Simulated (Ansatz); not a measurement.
## Molecular dynamics of TiCl3F (part 3 of 3)

TiCl3F; RKS PBE0/def2-SVP (Ansatz 0.2.0). It belongs to a series of runs on one base structure; here: dynamics from the start.

Geometry of the input (Å):
```
Ti 0.0004  0.0000  -0.0257
F  0.0003  0.0000  1.6897
Cl 2.0413  0.0000  -0.7336
Cl -1.0198  1.7673  -0.7340
Cl -1.0198  -1.7673  -0.7340
```

**Log, continued**
```
md step   232: t =   464.00 fs  T =    58.2 K  F+E_penalty+E_count = -63370.17839802 eV  E_kin = 0.022579 eV  conserved = -63370.15581915 eV  (29 SCF iters)
md step   233: t =   466.00 fs  T =    52.8 K  F+E_penalty+E_count = -63370.17630956 eV  E_kin = 0.020489 eV  conserved = -63370.15582105 eV  (29 SCF iters)
md step   234: t =   468.00 fs  T =    43.4 K  F+E_penalty+E_count = -63370.17264668 eV  E_kin = 0.016817 eV  conserved = -63370.15582963 eV  (29 SCF iters)
md step   235: t =   470.00 fs  T =    31.1 K  F+E_penalty+E_count = -63370.16789769 eV  E_kin = 0.012077 eV  conserved = -63370.15582092 eV  (29 SCF iters)
md step   236: t =   472.00 fs  T =    19.0 K  F+E_penalty+E_count = -63370.16320365 eV  E_kin = 0.007381 eV  conserved = -63370.15582293 eV  (28 SCF iters)
md step   237: t =   474.00 fs  T =    10.8 K  F+E_penalty+E_count = -63370.16001163 eV  E_kin = 0.004183 eV  conserved = -63370.15582896 eV  (31 SCF iters)
md step   238: t =   476.00 fs  T =     9.5 K  F+E_penalty+E_count = -63370.15949915 eV  E_kin = 0.003673 eV  conserved = -63370.15582660 eV  (28 SCF iters)
md step   239: t =   478.00 fs  T =    16.1 K  F+E_penalty+E_count = -63370.16205360 eV  E_kin = 0.006228 eV  conserved = -63370.15582577 eV  (27 SCF iters)
md step   240: t =   480.00 fs  T =    28.9 K  F+E_penalty+E_count = -63370.16703227 eV  E_kin = 0.011210 eV  conserved = -63370.15582258 eV  (29 SCF iters)
md step   241: t =   482.00 fs  T =    44.2 K  F+E_penalty+E_count = -63370.17297689 eV  E_kin = 0.017149 eV  conserved = -63370.15582830 eV  (28 SCF iters)
md step   242: t =   484.00 fs  T =    57.7 K  F+E_penalty+E_count = -63370.17818749 eV  E_kin = 0.022363 eV  conserved = -63370.15582418 eV  (29 SCF iters)
md step   243: t =   486.00 fs  T =    65.8 K  F+E_penalty+E_count = -63370.18133254 eV  E_kin = 0.025516 eV  conserved = -63370.15581640 eV  (29 SCF iters)
md step   244: t =   488.00 fs  T =    67.2 K  F+E_penalty+E_count = -63370.18187109 eV  E_kin = 0.026043 eV  conserved = -63370.15582788 eV  (29 SCF iters)
md step   245: t =   490.00 fs  T =    62.7 K  F+E_penalty+E_count = -63370.18013602 eV  E_kin = 0.024312 eV  conserved = -63370.15582389 eV  (29 SCF iters)
md step   246: t =   492.00 fs  T =    54.9 K  F+E_penalty+E_count = -63370.17711972 eV  E_kin = 0.021301 eV  conserved = -63370.15581857 eV  (29 SCF iters)
md step   247: t =   494.00 fs  T =    47.1 K  F+E_penalty+E_count = -63370.17410677 eV  E_kin = 0.018280 eV  conserved = -63370.15582649 eV  (28 SCF iters)
md step   248: t =   496.00 fs  T =    42.4 K  F+E_penalty+E_count = -63370.17226502 eV  E_kin = 0.016441 eV  conserved = -63370.15582404 eV  (28 SCF iters)
md step   249: t =   498.00 fs  T =    42.6 K  F+E_penalty+E_count = -63370.17233577 eV  E_kin = 0.016512 eV  conserved = -63370.15582393 eV  (28 SCF iters)
these checks for a lower state are left out or cut short: starts, cluster_reference, orbital_swaps, neighbouring_geometries, increment
1050 factors; integrals over basis functions are off by at most 2.4e-4 eV
mean field -63370.17446500 eV, -2328.8109577417 hartree, gradient 1.6e-5 eV, S^2 0.000000; 0 other end points of the search recorded, 0 dependent functions left out
the calculation of the forces begins
reference -63370.17454455 eV, -2328.8109606652 hartree; 41, 41 occupied and 58, 58 virtual orbitals, 1050 factors
1050 factors; integrals over basis functions are off by at most 2.4e-4 eV
mean field -63370.17446500 eV, -2328.8109577417 hartree, gradient 1.6e-5 eV, S^2 0.000000; 1 other end points of the search recorded, 0 dependent functions left out
the calculation of the forces begins
reference -63370.17454455 eV, -2328.8109606652 hartree; 41, 41 occupied and 58, 58 virtual orbitals, 1050 factors
md step   250: t =   500.00 fs  T =    48.1 K  F+E_penalty+E_count = -63370.17446500 eV  E_kin = 0.018642 eV  conserved = -63370.15582279 eV  (31 SCF iters)
```

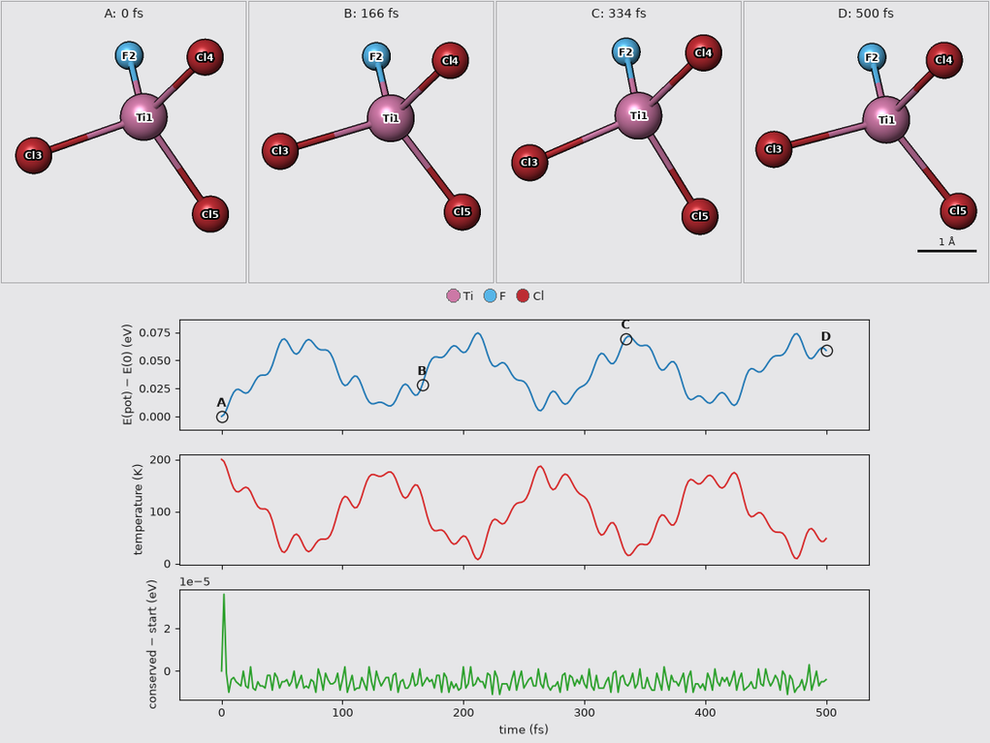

Figure 1. Frames of the molecular dynamics (ball-and-stick, seen at a tilt) above the curves, on which the letters mark them. The trajectory kept here has 251 frames over 500 fs. The temperature starts at 200 K, ranges from 8 to 200 K and averages 100 K over the second half. The potential energy ends 0.059 eV above its first value. The conserved quantity stays within 4.7e-05 eV. After an unweighted best fit of the last frame on the first, the root-mean-square displacement is 0.09 Å.

```
Total energy: -63370.17454455 eV, -2328.8109606652 hartree
Atom 0 at     0.004744    -0.054680    -0.042612 Å, force     0.539619     0.482713     0.773478 eV/Å
Atom 1 at    -0.004384    -0.050208     1.694394 Å, force     0.004022     0.024482    -0.707199 eV/Å
Atom 2 at     2.077317     0.129904    -0.725559 Å, force    -0.393372    -0.289704     0.093153 eV/Å
Atom 3 at    -0.951586     1.729496    -0.767212 Å, force    -0.151421     0.055093     0.026034 eV/Å
Atom 4 at    -1.127476    -1.758660    -0.688485 Å, force     0.001152    -0.272584    -0.185467 eV/Å
Dipole moment:    -0.036343    -0.047268    -0.068271 e Å
```

**Trajectory as extended XYZ (Å, eV, eV/Å), 18 of the 251 frames kept, from step=0 to step=250**
```
5
Properties=species:S:1:pos:R:3:forces:R:3 step=0 time_fs=0.0 energy=-63370.23338 temperature=200.0
Ti    0.0004    0.0000   -0.0257    0.0004   0.0000  -0.0027
F     0.0003    0.0000    1.6897   -0.0002   0.0000   0.0006
Cl    2.0413    0.0000   -0.7336    0.0006   0.0000   0.0006
Cl   -1.0198    1.7673   -0.7340   -0.0004   0.0007   0.0007
Cl   -1.0198   -1.7673   -0.7340   -0.0004  -0.0007   0.0007
5
Properties=species:S:1:pos:R:3:forces:R:3 step=15 time_fs=30.0 energy=-63370.19827 temperature=109.5
Ti   -0.0078    0.0365   -0.0280   -0.0834  -0.2193  -0.9712
F     0.0080    0.0388    1.6615   -0.0147  -0.0237   0.8831
Cl    2.0311   -0.0963   -0.7269    0.0457   0.1925  -0.0072
Cl   -1.0736    1.8059   -0.7043    0.1284  -0.1167  -0.0130
Cl   -0.9489   -1.7796   -0.7522   -0.0760   0.1672   0.1083
5
Properties=species:S:1:pos:R:3:forces:R:3 step=29 time_fs=58.0 energy=-63370.17385 temperature=46.5
Ti   -0.0224    0.0450   -0.0476    0.4622   0.1119   0.4839
F     0.0067    0.0644    1.6774   -0.0547  -0.0737  -0.3522
Cl    2.0326   -0.1456   -0.7262   -0.1457   0.2976   0.0246
Cl   -1.0990    1.8197   -0.6841    0.1184  -0.1077  -0.1034
Cl   -0.9046   -1.7693   -0.7550   -0.3802  -0.2281  -0.0529
5
Properties=species:S:1:pos:R:3:forces:R:3 step=44 time_fs=88.0 energy=-63370.17470 temperature=48.7
Ti    0.0044    0.0518   -0.0497   -0.5053  -0.4175   0.8321
F    -0.0109    0.0637    1.6872    0.0477  -0.0529  -0.7115
Cl    2.0260   -0.1319   -0.7257    0.3550   0.2445  -0.1226
Cl   -1.0957    1.8093   -0.6841    0.1527  -0.0664  -0.1205
Cl   -0.9280   -1.7814   -0.7580   -0.0501   0.2923   0.1224
5
Properties=species:S:1:pos:R:3:forces:R:3 step=59 time_fs=118.0 energy=-63370.21175 temperature=144.2
Ti   -0.0096    0.0108   -0.0300    0.5976   0.3202  -0.4301
F    -0.0160    0.0373    1.6726    0.0026  -0.0632   0.4094
Cl    2.0627   -0.0594   -0.7385   -0.4223   0.1069   0.1483
Cl   -1.0580    1.7804   -0.7084    0.0668  -0.0645  -0.0433
Cl   -0.9808   -1.7555   -0.7398   -0.2447  -0.2993  -0.0843
5
Properties=species:S:1:pos:R:3:forces:R:3 step=74 time_fs=148.0 energy=-63370.20937 temperature=138.1
Ti    0.0269   -0.0077   -0.0170   -0.6925  -0.3227  -0.7574
F    -0.0110   -0.0130    1.6780    0.0594   0.0254   0.7111
Cl    2.0442    0.0395   -0.7320    0.3616  -0.0583  -0.0882
Cl   -1.0035    1.7407   -0.7456   -0.0123   0.0835   0.0212
Cl   -1.0689   -1.7628   -0.7294    0.2838   0.2720   0.1133
5
Properties=species:S:1:pos:R:3:forces:R:3 step=88 time_fs=176.0 energy=-63370.18033 temperature=63.2
Ti    0.0019   -0.0487   -0.0211    0.5922   0.4660   0.6952
F     0.0137   -0.0546    1.7177   -0.0420   0.0355  -0.7188
Cl    2.0624    0.1178   -0.7343   -0.3550  -0.2647   0.1101
Cl   -0.9574    1.7196   -0.7788   -0.1554   0.0963   0.0687
Cl   -1.1126   -1.7423   -0.7096   -0.0398  -0.3331  -0.1552
5
Properties=species:S:1:pos:R:3:forces:R:3 step=103 time_fs=206.0 energy=-63370.16848 temperature=32.7
Ti    0.0237   -0.0432   -0.0191   -0.5831  -0.1883   0.4238
F     0.0306   -0.0799    1.7111   -0.0115   0.1119  -0.4652
Cl    2.0373    0.1444   -0.7200    0.3647  -0.2429  -0.1240
Cl   -0.9401    1.7180   -0.7942   -0.1480   0.0974   0.1224
Cl   -1.1433   -1.7612   -0.7077    0.3780   0.2219   0.0430
5
Properties=species:S:1:pos:R:3:forces:R:3 step=118 time_fs=236.0 energy=-63370.18822 temperature=83.6
Ti   -0.0050   -0.0414   -0.0184    0.4702   0.3567  -0.8532
F     0.0361   -0.0624    1.6742   -0.0705   0.0534   0.7849
Cl    2.0553    0.1089   -0.7197   -0.2613  -0.2363   0.0620
Cl   -0.9594    1.7375   -0.7787   -0.1392   0.0467   0.1116
Cl   -1.1061   -1.7571   -0.7047    0.0007  -0.2205  -0.1052
5
Properties=species:S:1:pos:R:3:forces:R:3 step=132 time_fs=264.0 energy=-63370.22834 temperature=187.0
Ti    0.0056   -0.0065   -0.0355   -0.2310  -0.1145  -0.0312
F     0.0141   -0.0190    1.6776   -0.0155   0.0364   0.0432
Cl    2.0475    0.0283   -0.7187    0.0923  -0.0520  -0.0676
Cl   -1.0062    1.7681   -0.7441    0.0069  -0.0329   0.0314
Cl   -1.0542   -1.7774   -0.7191    0.1473   0.1629   0.0243
5
Properties=species:S:1:pos:R:3:forces:R:3 step=147 time_fs=294.0 energy=-63370.20971 temperature=139.0
Ti   -0.0038    0.0221   -0.0516    0.0941  -0.0405   0.9133
F    -0.0190    0.0404    1.6874    0.0353  -0.0520  -0.7769
Cl    2.0496   -0.0708   -0.7297   -0.0843   0.1289  -0.0005
Cl   -1.0565    1.7947   -0.7016    0.0600  -0.0342  -0.1076
Cl   -0.9754   -1.7755   -0.7340   -0.1051  -0.0022  -0.0282
5
Properties=species:S:1:pos:R:3:forces:R:3 step=162 time_fs=324.0 energy=-63370.18622 temperature=78.4
Ti   -0.0054    0.0426   -0.0423    0.0959  -0.0344   0.0635
F    -0.0381    0.0797    1.6715    0.0680  -0.1018  -0.0013
Cl    2.0395   -0.1385   -0.7392   -0.0509   0.2675   0.0547
Cl   -1.0905    1.8100   -0.6794    0.1308  -0.0889  -0.1330
Cl   -0.9190   -1.7718   -0.7508   -0.2438  -0.0423   0.0161
5
Properties=species:S:1:pos:R:3:forces:R:3 step=176 time_fs=352.0 energy=-63370.16997 temperature=36.5
Ti    0.0032    0.0536   -0.0261   -0.3314  -0.3837  -0.8840
F    -0.0285    0.0780    1.6652    0.0581  -0.0644   0.8144
Cl    2.0242   -0.1460   -0.7387    0.2277   0.2786  -0.0042
Cl   -1.0946    1.8064   -0.6869    0.1532  -0.0684  -0.0903
Cl   -0.9164   -1.7745   -0.7623   -0.1076   0.2380   0.1641
5
Properties=species:S:1:pos:R:3:forces:R:3 step=191 time_fs=382.0 energy=-63370.20673 temperature=131.3
Ti   -0.0154    0.0241   -0.0261    0.5192   0.2443   0.3995
F     0.0056    0.0427    1.7011   -0.0474  -0.0546  -0.3786
Cl    2.0390   -0.0908   -0.7368   -0.2394   0.1728   0.0815
Cl   -1.0660    1.7866   -0.7189    0.0737  -0.0559  -0.0343
Cl   -0.9528   -1.7513   -0.7514   -0.3062  -0.3065  -0.0681
5
Properties=species:S:1:pos:R:3:forces:R:3 step=206 time_fs=412.0 energy=-63370.21277 temperature=146.9
Ti    0.0123    0.0074   -0.0218   -0.5571  -0.3773   0.7397
F     0.0272   -0.0124    1.7182   -0.0295   0.0563  -0.7538
Cl    2.0293    0.0058   -0.7238    0.3554  -0.0032  -0.1441
Cl   -1.0179    1.7552   -0.7572    0.0182   0.0399   0.0374
Cl   -1.0403   -1.7643   -0.7411    0.2132   0.2843   0.1209
5
Properties=species:S:1:pos:R:3:forces:R:3 step=221 time_fs=442.0 energy=-63370.19258 temperature=94.8
Ti   -0.0049   -0.0419   -0.0124    0.6301   0.4952  -0.5064
F     0.0316   -0.0503    1.6911   -0.0761   0.0362   0.4123
Cl    2.0587    0.0994   -0.7266   -0.3627  -0.2303   0.1090
Cl   -0.9666    1.7286   -0.7823   -0.1191   0.0447   0.1140
Cl   -1.1002   -1.7444   -0.7114   -0.0723  -0.3458  -0.1289
5
Properties=species:S:1:pos:R:3:forces:R:3 step=235 time_fs=470.0 energy=-63370.16790 temperature=31.1
Ti    0.0306   -0.0437   -0.0206   -0.7035  -0.2253  -0.5163
F     0.0114   -0.0661    1.6808    0.0316   0.0841   0.4771
Cl    2.0461    0.1424   -0.7192    0.3953  -0.2334  -0.1136
Cl   -0.9428    1.7172   -0.7845   -0.1399   0.1128   0.0968
Cl   -1.1484   -1.7652   -0.6999    0.4165   0.2618   0.0560
5
Properties=species:S:1:pos:R:3:forces:R:3 step=250 time_fs=500.0 energy=-63370.17446 temperature=48.1
Ti    0.0047   -0.0547   -0.0426    0.5396   0.4827   0.7735
F    -0.0044   -0.0502    1.6944    0.0040   0.0245  -0.7072
Cl    2.0773    0.1299   -0.7256   -0.3934  -0.2897   0.0932
Cl   -0.9516    1.7295   -0.7672   -0.1514   0.0551   0.0260
Cl   -1.1275   -1.7587   -0.6885    0.0012  -0.2726  -0.1855
```
